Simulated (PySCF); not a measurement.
C₄H₉AlF₂Si, SMILES [CH3][Al]([CH3])/[CH]=C/[SiH](F)F at its GFN2-xTB optimised geometry (Å):

```
17

Si    -0.8936    -2.9838     0.1216
F      0.3327    -3.9651     0.4426
F     -1.8354    -3.2001     1.4021
C     -0.2680    -1.2213     0.0475
C     -1.0293    -0.1141     0.0100
Al    -0.1209     1.6636     0.0000
C      1.8703     1.6636     0.0000
C     -1.2335     3.3130     0.0000
H     -1.6120    -3.5340    -1.0052
H      0.8127    -1.0863     0.0370
H     -2.1115    -0.2603     0.0149
H      2.2570     2.6888    -0.0105
H      2.3013     1.1775     0.8820
H      2.3044     1.1580    -0.8694
H     -1.0772     3.9271    -0.8936
H     -2.3044     3.0826     0.0396
H     -1.0202     3.9651     0.8541
```

Method: B3LYP/def2-SVP in PySCF. Cells within 0.4 Å of a nucleus heavier than hydrogen are left out (blank, or x).

Map of the electrostatic potential (hartree/e), clipped to [-0.08, 0.12] on the plane z = 0.0 Å:

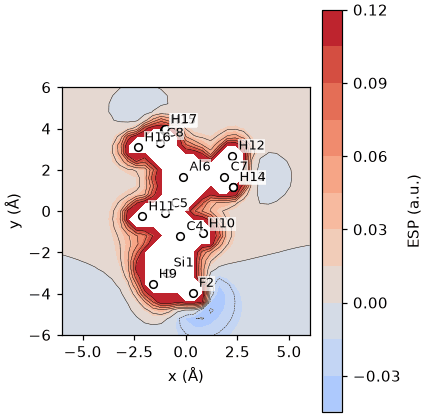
*Electrostatic potential (hartree/e), clipped to [-0.08, 0.12] on the plane z = 0.0 Å.*
